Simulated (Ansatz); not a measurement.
# Mo: a strain scan

This session takes Mo and sets out to strain the cell along the Voigt pattern (1, 0, 0, 0, 0, 0).

The COD entry's cell or inner coordinates are ideal or old and differ from later refinements, so a difference from it is no clean test against experiment.

Method: DFT r2SCAN, scalar-relativistic, plane waves, PAW, in Ansatz 0.2.0.

### Step 1. The structure to begin with

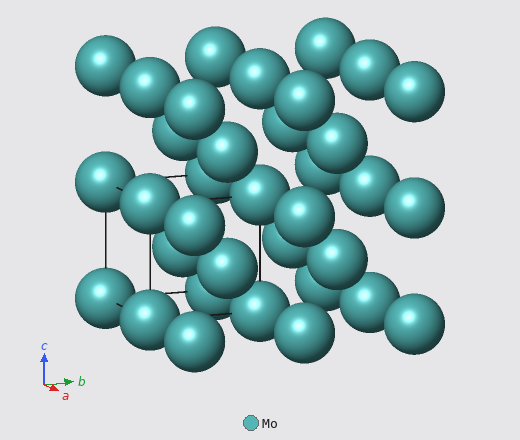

Start, viewed slightly off an axis; molybdenum teal. 2×2×2 cells are drawn. Atoms on the faces are drawn again on the opposite ones. The cell drawn here is the conventional one.

Coordinates:

```cif
data_structure
_symmetry_space_group_name_H-M 'Im-3m'
_symmetry_Int_Tables_number 229
_cell_length_a 3.1420
_cell_length_b 3.1420
_cell_length_c 3.1420
_cell_angle_alpha 90.000
_cell_angle_beta 90.000
_cell_angle_gamma 90.000
_cell_volume 31.02
loop_
_atom_site_label
_atom_site_type_symbol
_atom_site_symmetry_multiplicity
_atom_site_Wyckoff_symbol
_atom_site_fract_x
_atom_site_fract_y
_atom_site_fract_z
_atom_site_occupancy
Mo1 Mo 2 a 0.00000 0.00000 0.00000 1
```

No relaxation comes first: the listed cell is the starting point.

### Step 2. The reference cell

The reference gives a free energy of -4967.5985 eV, pressure 2.35 GPa, largest force 0.000 eV/Å and gap on the mesh none (metal). It was computed beforehand with the settings of the runs below.

### Step 3. Setting up a strain scan

The cell is strained by ε times the Voigt pattern (1, 0, 0, 0, 0, 0) (xx, yy, zz, yz, xz, xy; engineering shear), with fractional coordinates fixed (clamped ions). The stress on the pattern is the sum of the stress components weighted by it, tension positive.

### Step 4. At ε = -0.0600

input.yaml

```yaml
crystal:
  lattice:
    - [-1.47674, 1.571, 1.571]
    - [1.47674, -1.571, 1.571]
    - [1.47674, 1.571, -1.571]
  atoms:
    - { symbol: Mo, position: [0.0, 0.0, 0.0] }
basis:
  ecutwfc: 500
kpoints:
  mp_grid: { grid: [22, 22, 22] }
hamiltonian:
  xc: r2scan
scf:
  occupations: { method: gaussian, width: 0.15 }
output:
  forces: true
  stress: true
  eigenvalues: true
```

On the command line:

```sh
ansatz run input.yaml --threads 1 --pin off --max-ram 2560MiB --backend cpu --events-out ev --progress --plain --runs-dir out
```

What it wrote (excerpt; [...] marks lines left out):

```text
Warning: RAYON_NUM_THREADS=1 ignored (pool sized by the plan → 1); use --threads N
[...]
Pseudopotentials: kind: paw
Pseudopotential: Mo, paw, valence charge 14, recommended cutoff 500 eV (meta_gga), Mo.paw.azcp
Functional definition: r2SCAN
[...]
Crystal: 1 atoms, lattice volume = 14.579 Å³
Basis set: ecut = 500 eV, 357 PW (Γ), exchange–correlation on 80×80×80 points (64 copies of the dense FFT grid, shifted against one another)
Bands: 11, of which v1, the nominal top of the filled ones, is band 7 counted from 1 (6 counted from 0)
Symmetry: 16 space group operations
Space group: I4/mmm (ITA 139), of the structure as read, at distance tolerance 2.4e-5 Å
k-points: 834 of 10648
[...]
SCF iter   1: F=—  HF=-4967.483989 eV  |F-HF|=—  |Δ(HF+E_count)|=         —  Δρ=9.10e-3  dr2=8.41e-3  dr2_τ=2.03e-2  ethr=1.77e-3  ⟨swp⟩=5.0  Hψ=55594  notcnv=0
[...]
SCF iter   6: F=-4967.486012 eV  HF=-4967.486012 eV  |F-HF|=3.09e-11  |Δ(HF+E_count)|=   1.01e-8  Δρ=1.45e-6  dr2=1.29e-10  dr2_τ=1.54e-10  ethr=7.17e-11  ⟨swp⟩=2.0  Hψ=30589  notcnv=0
[...]
SCF converged after 6 iterations
Free energy (F): -4967.486012 eV
[...]
E sigma→0 (E₀):  -4967.482848 eV
Entropy (-TS):   -0.006328 eV (-6.328 meV/atom)
Fermi energy:    22.846297 eV
[...]
--- Forces (eV/Å), atoms counted from 1 ---
  atom   1  Mo     0.00000000     0.00000000     0.00000000
[...]
--- Stress (GPa, compression-positive) ---
       38.406143       0.000000       0.000000
        0.000000      14.635195      -0.000000
        0.000000       0.000000      14.635195
  P = ⅓ Tr σ = 22.5588 GPa (225.588 kbar)
--- Band table (eV; the first three rows and the last of 834) ---
  k-point 0: bands = ["-40.4438", "-12.7212", "-12.7212", "-12.6912", "14.9772", "20.7263", "21.5906", "21.5906", "24.2404", "25.3681", "37.8158"]
[...]
```

Wall time 17 s (1 thread of Arm Neoverse V1, shared host); peak memory 0.46 GiB.

### Step 5. Point ε = 0.0450

input.yaml: that of step 4 with these lines changed.

```diff
@@ -2,5 +2,5 @@
   lattice:
-    - [-1.47674, 1.571, 1.571]
-    - [1.47674, -1.571, 1.571]
-    - [1.47674, 1.571, -1.571]
+    - [-1.641695, 1.571, 1.571]
+    - [1.641695, -1.571, 1.571]
+    - [1.641695, 1.571, -1.571]
   atoms:
```

On the command line:

```sh
ansatz run input.yaml --threads 1 --pin off --max-ram 2560MiB --backend cpu --events-out ev --progress --plain --runs-dir out
```

What it wrote (excerpt; [...] marks lines left out):

```text
[...]
SCF converged after 6 iterations
Free energy (F): -4967.563840 eV
[...]
E sigma→0 (E₀):  -4967.560618 eV
Entropy (-TS):   -0.006443 eV (-6.443 meV/atom)
Fermi energy:    20.174650 eV
[...]
--- Forces (eV/Å), atoms counted from 1 ---
  atom   1  Mo     0.00000000     0.00000000     0.00000000
[...]
--- Stress (GPa, compression-positive) ---
      -17.334097      -0.000000       0.000000
       -0.000000      -4.447237       0.000000
        0.000000      -0.000000      -4.447237
  P = ⅓ Tr σ = -8.7429 GPa (-87.429 kbar)
--- Band table (eV; the first three rows and the last of 834) ---
  k-point 0: bands = ["-43.0697", "-15.6164", "-15.6075", "-15.6075", "12.6532", "18.6743", "18.6743", "19.1738", "21.6835", "22.3148", "34.9006"]
[...]
```

Wall time 19 s (1 thread of Arm Neoverse V1, shared host); peak memory 0.5 GiB.

### Step 6. ε = -0.0300

input.yaml: that of step 5 with these lines changed.

```diff
@@ -2,5 +2,5 @@
   lattice:
-    - [-1.641695, 1.571, 1.571]
-    - [1.641695, -1.571, 1.571]
-    - [1.641695, 1.571, -1.571]
+    - [-1.52387, 1.571, 1.571]
+    - [1.52387, -1.571, 1.571]
+    - [1.52387, 1.571, -1.571]
   atoms:
```

On the command line:

```sh
ansatz run input.yaml --threads 1 --pin off --max-ram 2560MiB --backend cpu --events-out ev --progress --plain --runs-dir out
```

What it wrote (excerpt; [...] marks lines left out):

```text
[...]
SCF converged after 6 iterations
Free energy (F): -4967.568479 eV
[...]
E sigma→0 (E₀):  -4967.565278 eV
Entropy (-TS):   -0.006402 eV (-6.402 meV/atom)
Fermi energy:    22.018754 eV
[...]
--- Forces (eV/Å), atoms counted from 1 ---
  atom   1  Mo     0.00000000     0.00000000     0.00000000
[...]
--- Stress (GPa, compression-positive) ---
       18.865096       0.000000       0.000000
        0.000000       7.863252       0.000000
       -0.000000       0.000000       7.863252
  P = ⅓ Tr σ = 11.5305 GPa (115.305 kbar)
--- Band table (eV; the first three rows and the last of 834) ---
  k-point 0: bands = ["-41.2445", "-13.6070", "-13.6070", "-13.5950", "14.2510", "20.2577", "20.6584", "20.6584", "23.7154", "24.2352", "37.1686"]
[...]
```

Wall time 17 s (1 thread of Arm Neoverse V1, shared host); peak memory 0.46 GiB.

### Step 7. At ε = 0.0150

input.yaml: that of step 6 with these lines changed.

```diff
@@ -2,5 +2,5 @@
   lattice:
-    - [-1.52387, 1.571, 1.571]
-    - [1.52387, -1.571, 1.571]
-    - [1.52387, 1.571, -1.571]
+    - [-1.594565, 1.571, 1.571]
+    - [1.594565, -1.571, 1.571]
+    - [1.594565, 1.571, -1.571]
   atoms:
```

On the command line:

```sh
ansatz run input.yaml --threads 1 --pin off --max-ram 2560MiB --backend cpu --events-out ev --progress --plain --runs-dir out
```

What it wrote (excerpt; [...] marks lines left out):

```text
[...]
SCF converged after 6 iterations
Free energy (F): -4967.596649 eV
[...]
E sigma→0 (E₀):  -4967.593350 eV
Entropy (-TS):   -0.006598 eV (-6.598 meV/atom)
Fermi energy:    20.871663 eV
[...]
--- Forces (eV/Å), atoms counted from 1 ---
  atom   1  Mo     0.00000000    -0.00000000     0.00000000
[...]
--- Stress (GPa, compression-positive) ---
       -4.840976       0.000000       0.000000
       -0.000000      -0.095648      -0.000000
        0.000000       0.000000      -0.095648
  P = ⅓ Tr σ = -1.6774 GPa (-16.774 kbar)
--- Band table (eV; the first three rows and the last of 834) ---
  k-point 0: bands = ["-42.3695", "-14.8465", "-14.8425", "-14.8425", "13.2584", "19.4137", "19.4137", "19.5930", "22.6586", "22.8879", "35.9907"]
[...]
```

Wall time 18 s (1 thread of Arm Neoverse V1, shared host); peak memory 0.47 GiB.

### Step 8. ε = 0.0600

input.yaml: that of step 7 with these lines changed.

```diff
@@ -2,5 +2,5 @@
   lattice:
-    - [-1.594565, 1.571, 1.571]
-    - [1.594565, -1.571, 1.571]
-    - [1.594565, 1.571, -1.571]
+    - [-1.66526, 1.571, 1.571]
+    - [1.66526, -1.571, 1.571]
+    - [1.66526, 1.571, -1.571]
   atoms:
```

On the command line:

```sh
ansatz run input.yaml --threads 1 --pin off --max-ram 2560MiB --backend cpu --events-out ev --progress --plain --runs-dir out
```

What it wrote (excerpt; [...] marks lines left out):

```text
Warning: RAYON_NUM_THREADS=1 ignored (pool sized by the plan → 1); use --threads N
[...]
[... 3 set-up lines as earlier in the session ...]
[...]
Crystal: 1 atoms, lattice volume = 16.440 Å³
Basis set: ecut = 500 eV, 399 PW (Γ), exchange–correlation on 96×96×96 points (64 copies of the dense FFT grid, shifted against one another)
Bands: 11, of which v1, the nominal top of the filled ones, is band 7 counted from 1 (6 counted from 0)
[... 1 set-up line as earlier in the session ...]
Space group: I4/mmm (ITA 139), of the structure as read, at distance tolerance 2.5e-5 Å
k-points: 834 of 10648
[...]
SCF iter   1: F=—  HF=-4967.534985 eV  |F-HF|=—  |Δ(HF+E_count)|=         —  Δρ=1.01e-2  dr2=1.29e-2  dr2_τ=2.05e-2  ethr=1.77e-3  ⟨swp⟩=5.0  Hψ=55462  notcnv=0
[...]
SCF iter   6: F=-4967.534762 eV  HF=-4967.534762 eV  |F-HF|=8.82e-11  |Δ(HF+E_count)|=   7.65e-9  Δρ=1.66e-6  dr2=2.52e-10  dr2_τ=1.03e-10  ethr=6.12e-11  ⟨swp⟩=2.0  Hψ=31589  notcnv=0
[...]
SCF converged after 6 iterations
Free energy (F): -4967.534762 eV
[...]
E sigma→0 (E₀):  -4967.531393 eV
Entropy (-TS):   -0.006737 eV (-6.737 meV/atom)
Fermi energy:    19.840828 eV
[...]
--- Forces (eV/Å), atoms counted from 1 ---
  atom   1  Mo     0.00000000     0.00000000     0.00000000
[...]
--- Stress (GPa, compression-positive) ---
      -22.610213       0.000000       0.000000
       -0.000000      -6.423163       0.000000
        0.000000       0.000000      -6.423163
  P = ⅓ Tr σ = -11.8188 GPa (-118.188 kbar)
--- Band table (eV; the first three rows and the last of 834) ---
  k-point 0: bands = ["-43.4057", "-15.9836", "-15.9738", "-15.9738", "12.3658", "18.3288", "18.3288", "18.9707", "21.2171", "22.0229", "34.3896"]
[...]
```

Run time: 20 s. Hardware: 1 thread of Arm Neoverse V1, shared host; peak memory 0.51 GiB.

### Step 9. Point ε = -0.0450

input.yaml: that of step 8 with these lines changed.

```diff
@@ -2,5 +2,5 @@
   lattice:
-    - [-1.66526, 1.571, 1.571]
-    - [1.66526, -1.571, 1.571]
-    - [1.66526, 1.571, -1.571]
+    - [-1.500305, 1.571, 1.571]
+    - [1.500305, -1.571, 1.571]
+    - [1.500305, 1.571, -1.571]
   atoms:
```

On the command line:

```sh
ansatz run input.yaml --threads 1 --pin off --max-ram 2560MiB --backend cpu --events-out ev --progress --plain --runs-dir out
```

What it wrote (excerpt; [...] marks lines left out):

```text
Warning: RAYON_NUM_THREADS=1 ignored (pool sized by the plan → 1); use --threads N
[...]
[... 3 set-up lines as earlier in the session ...]
[...]
Crystal: 1 atoms, lattice volume = 14.811 Å³
Basis set: ecut = 500 eV, 373 PW (Γ), exchange–correlation on 80×80×80 points (64 copies of the dense FFT grid, shifted against one another)
Bands: 11, of which v1, the nominal top of the filled ones, is band 7 counted from 1 (6 counted from 0)
[... 2 set-up lines as earlier in the session ...]
k-points: 834 of 10648
[...]
SCF iter   1: F=—  HF=-4967.533024 eV  |F-HF|=—  |Δ(HF+E_count)|=         —  Δρ=9.16e-3  dr2=8.95e-3  dr2_τ=2.01e-2  ethr=1.77e-3  ⟨swp⟩=5.0  Hψ=55481  notcnv=0
[...]
SCF iter   6: F=-4967.534344 eV  HF=-4967.534344 eV  |F-HF|=3.64e-11  |Δ(HF+E_count)|=   7.60e-9  Δρ=1.38e-6  dr2=1.29e-10  dr2_τ=1.18e-10  ethr=5.22e-11  ⟨swp⟩=1.9  Hψ=30256  notcnv=0
[...]
SCF converged after 6 iterations
Free energy (F): -4967.534344 eV
[...]
E sigma→0 (E₀):  -4967.531204 eV
Entropy (-TS):   -0.006280 eV (-6.280 meV/atom)
Fermi energy:    22.428776 eV
[...]
--- Forces (eV/Å), atoms counted from 1 ---
  atom   1  Mo     0.00000000     0.00000000     0.00000000
[...]
--- Stress (GPa, compression-positive) ---
       28.277711       0.000000       0.000000
        0.000000      11.044605       0.000000
        0.000000       0.000000      11.044605
  P = ⅓ Tr σ = 16.7890 GPa (167.890 kbar)
--- Band table (eV; the first three rows and the last of 834) ---
  k-point 0: bands = ["-40.8493", "-13.1706", "-13.1706", "-13.1505", "14.6071", "20.4894", "21.1135", "21.1135", "23.9807", "24.7931", "37.4853"]
[...]
```

Wall time 17 s (1 thread of Arm Neoverse V1, shared host); peak memory 0.46 GiB.

### Step 10. ε = 0.0300

input.yaml: that of step 9 with these lines changed.

```diff
@@ -2,5 +2,5 @@
   lattice:
-    - [-1.500305, 1.571, 1.571]
-    - [1.500305, -1.571, 1.571]
-    - [1.500305, 1.571, -1.571]
+    - [-1.61813, 1.571, 1.571]
+    - [1.61813, -1.571, 1.571]
+    - [1.61813, 1.571, -1.571]
   atoms:
```

On the command line:

```sh
ansatz run input.yaml --threads 1 --pin off --max-ram 2560MiB --backend cpu --events-out ev --progress --plain --runs-dir out
```

What it wrote (excerpt; [...] marks lines left out):

```text
Warning: RAYON_NUM_THREADS=1 ignored (pool sized by the plan → 1); use --threads N
[...]
[... 3 set-up lines as earlier in the session ...]
[...]
Crystal: 1 atoms, lattice volume = 15.974 Å³
Basis set: ecut = 500 eV, 389 PW (Γ), exchange–correlation on 96×96×96 points (64 copies of the dense FFT grid, shifted against one another)
Bands: 11, of which v1, the nominal top of the filled ones, is band 7 counted from 1 (6 counted from 0)
[... 2 set-up lines as earlier in the session ...]
k-points: 834 of 10648
[...]
SCF iter   1: F=—  HF=-4967.585110 eV  |F-HF|=—  |Δ(HF+E_count)|=         —  Δρ=9.78e-3  dr2=1.19e-2  dr2_τ=2.03e-2  ethr=1.77e-3  ⟨swp⟩=5.0  Hψ=55500  notcnv=0
[...]
SCF iter   6: F=-4967.584781 eV  HF=-4967.584781 eV  |F-HF|=1.51e-10  |Δ(HF+E_count)|=   1.27e-9  Δρ=1.91e-6  dr2=3.72e-10  dr2_τ=1.10e-10  ethr=5.27e-11  ⟨swp⟩=1.8  Hψ=30442  notcnv=0
[...]
SCF converged after 6 iterations
Free energy (F): -4967.584781 eV
[...]
E sigma→0 (E₀):  -4967.581574 eV
Entropy (-TS):   -0.006415 eV (-6.415 meV/atom)
Fermi energy:    20.517219 eV
[...]
--- Forces (eV/Å), atoms counted from 1 ---
  atom   1  Mo     0.00000000     0.00000000     0.00000000
[...]
--- Stress (GPa, compression-positive) ---
      -11.402477      -0.000000       0.000000
        0.000000      -2.350937      -0.000000
        0.000000       0.000000      -2.350937
  P = ⅓ Tr σ = -5.3681 GPa (-53.681 kbar)
--- Band table (eV; the first three rows and the last of 834) ---
  k-point 0: bands = ["-42.7244", "-15.2376", "-15.2306", "-15.2306", "12.9506", "19.0356", "19.0356", "19.3812", "22.1638", "22.6033", "35.4338"]
[...]
```

It took 19 s on 1 thread of Arm Neoverse V1, shared host; peak memory 0.5 GiB.

### Step 11. At ε = -0.0150

input.yaml: that of step 10 with these lines changed.

```diff
@@ -2,5 +2,5 @@
   lattice:
-    - [-1.61813, 1.571, 1.571]
-    - [1.61813, -1.571, 1.571]
-    - [1.61813, 1.571, -1.571]
+    - [-1.547435, 1.571, 1.571]
+    - [1.547435, -1.571, 1.571]
+    - [1.547435, 1.571, -1.571]
   atoms:
```

On the command line:

```sh
ansatz run input.yaml --threads 1 --pin off --max-ram 2560MiB --backend cpu --events-out ev --progress --plain --runs-dir out
```

What it wrote (excerpt; [...] marks lines left out):

```text
[...]
SCF converged after 6 iterations
Free energy (F): -4967.589502 eV
[...]
E sigma→0 (E₀):  -4967.586188 eV
Entropy (-TS):   -0.006627 eV (-6.627 meV/atom)
Fermi energy:    21.621781 eV
[...]
--- Forces (eV/Å), atoms counted from 1 ---
  atom   1  Mo     0.00000000     0.00000000     0.00000000
[...]
--- Stress (GPa, compression-positive) ---
       10.222061       0.000000       0.000000
       -0.000000       4.989620      -0.000000
        0.000000       0.000000       4.989620
  P = ⅓ Tr σ = 6.7338 GPa (67.338 kbar)
--- Band table (eV; the first three rows and the last of 834) ---
  k-point 0: bands = ["-41.6296", "-14.0310", "-14.0310", "-14.0256", "13.9079", "20.0311", "20.2242", "20.2242", "23.4445", "23.6938", "36.8645"]
[...]
```

Wall time 18 s (1 thread of Arm Neoverse V1, shared host); peak memory 0.47 GiB.

### Step 12. Point ε = 0.0525

input.yaml: that of step 11 with these lines changed.

```diff
@@ -2,5 +2,5 @@
   lattice:
-    - [-1.547435, 1.571, 1.571]
-    - [1.547435, -1.571, 1.571]
-    - [1.547435, 1.571, -1.571]
+    - [-1.6534775, 1.571, 1.571]
+    - [1.6534775, -1.571, 1.571]
+    - [1.6534775, 1.571, -1.571]
   atoms:
@@ -19 +19,5 @@
   eigenvalues: true
+  write_density: true
+  write_potential: true
+  elf: true
+  volumetric_format: npy
```

On the command line:

```sh
ansatz run input.yaml --threads 1 --pin off --max-ram 2560MiB --backend cpu --events-out ev --progress --plain --runs-dir out
```

What it wrote (excerpt; [...] marks lines left out):

```text
[...]
SCF converged after 6 iterations
Free energy (F): -4967.550257 eV
[...]
E sigma→0 (E₀):  -4967.546975 eV
Entropy (-TS):   -0.006565 eV (-6.565 meV/atom)
Fermi energy:    20.006830 eV
[...]
--- Forces (eV/Å), atoms counted from 1 ---
  atom   1  Mo     0.00000000     0.00000000    -0.00000000
[...]
--- Stress (GPa, compression-positive) ---
      -20.054224       0.000000      -0.000000
       -0.000000      -5.448346       0.000000
        0.000000      -0.000000      -5.448346
  P = ⅓ Tr σ = -10.3170 GPa (-103.170 kbar)
--- Band table (eV; the first three rows and the last of 834) ---
  k-point 0: bands = ["-43.2388", "-15.8014", "-15.7919", "-15.7919", "12.5083", "18.4997", "18.4997", "19.0718", "21.4486", "22.1692", "34.6424"]
[...]
```

Run time: 26 s. Hardware: 1 thread of Arm Neoverse V1, shared host; peak memory 0.49 GiB.

Axes a, b and c in the maps are those of this run's conventional cell (a, b, c = 3.142, 3.142, 3.307 Å).

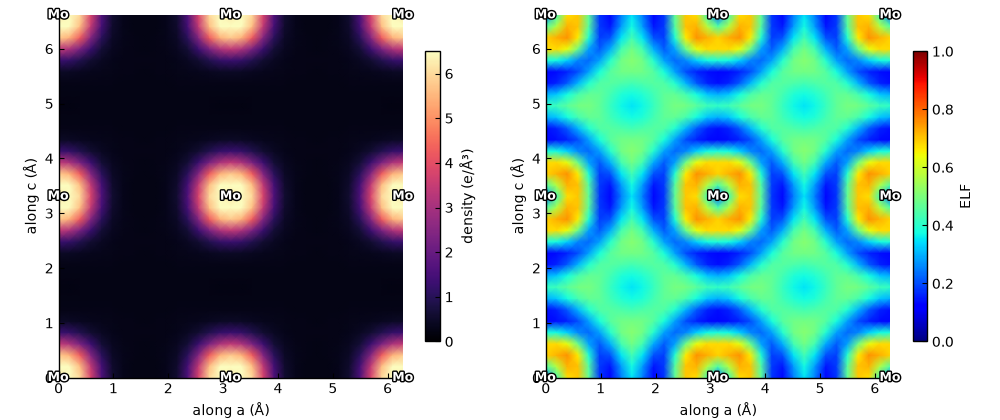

Density (left) and ELF (right) in a lattice plane of the grid's cell (edges 3.14 and 3.31 Å, at 0.000 of the third edge), which holds Mo. Only atoms in the plane are labelled. Both are smooth fields of the valence electrons: close to the nuclei they are not physical.

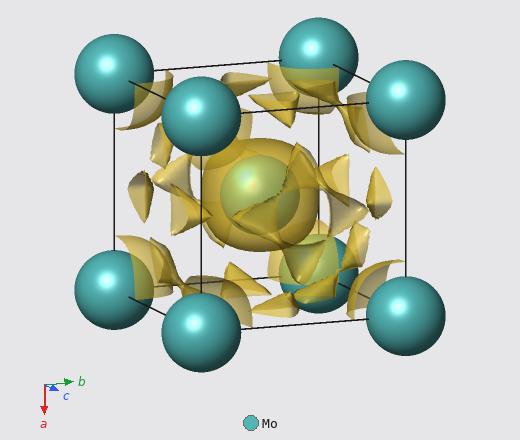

Surface of ELF = 0.46, drawn in one cell.

The highest ELF values outside the cores: 0.52 between the atoms, 1.8 Å from Mo.

### Step 13. All points together

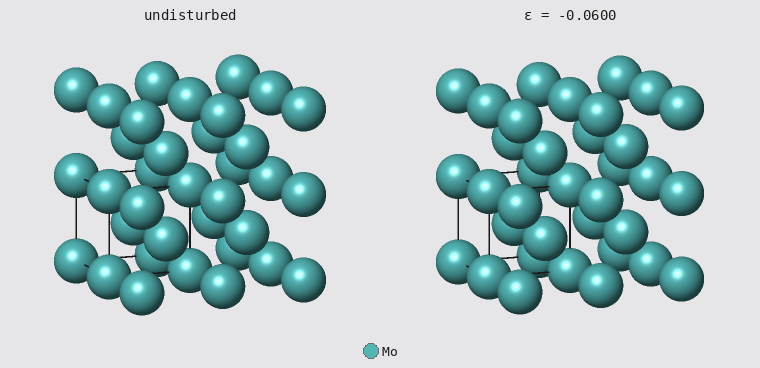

The undisturbed cell and the costliest point of the scan, at one scale, with neighbouring cells.

All points in order; energies are free energies above the reference cell:

| ε | ΔE (meV/atom) | stress on the pattern (GPa) | pressure (GPa) |
| --- | --- | --- | --- |
| -0.0600 | 112.5 | -38.41 | 22.6 |
| -0.0450 | 64.2 | -28.28 | 16.8 |
| -0.0300 | 30.1 | -18.87 | 11.5 |
| -0.0150 | 9.0 | -10.22 | 6.7 |
| 0.0000 | 0.0 | -2.35 | 2.3 |
| 0.0150 | 1.9 | 4.84 | -1.7 |
| 0.0300 | 13.8 | 11.40 | -5.4 |
| 0.0450 | 34.7 | 17.33 | -8.7 |
| 0.0525 | 48.3 | 20.05 | -10.3 |
| 0.0600 | 63.8 | 22.61 | -11.8 |

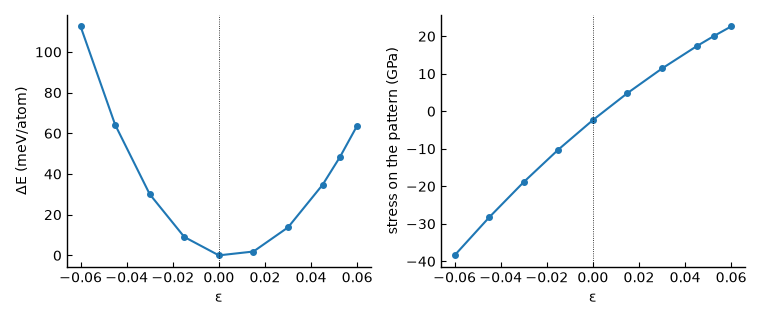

ΔE and stress on the pattern along the scan.

### Step 14. Summary of results

```
                                  quantity    value
slope of the stress at ε = 0, over ±0.0150  502 GPa
```

What this shows: The slope of the stress at zero strain, 502 GPa, estimates C11 with clamped ions in this Cartesian frame. The reference stands under 2.3 GPa, so this is no zero-stress constant. No sampled point lies below the undisturbed cell. Compression costs more than tension: 112.5 against 63.8 meV/atom at the ends.
